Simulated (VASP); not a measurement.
Band structure of CoAl (CsCl type). Level of theory: MS2 meta-GGA, VASP's PBE PAW potentials (set 64) (plane waves; VASP 6.6.1).

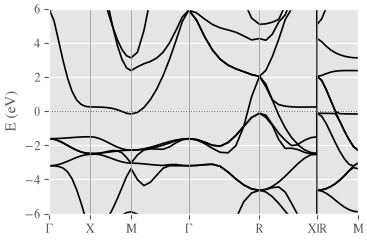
*Bands along high-symmetry lines, zero at the valence-band maximum or, without a gap, the Fermi level*

**Question.** Read the plot: is there a gap, and where are the band edges?

**Answer.** It has no gap at this level: it comes out as a metal or semimetal.

The compound is CoAl in the CsCl type structure. It was relaxed first. The run is not spin-polarised, so no magnetic state was tried.
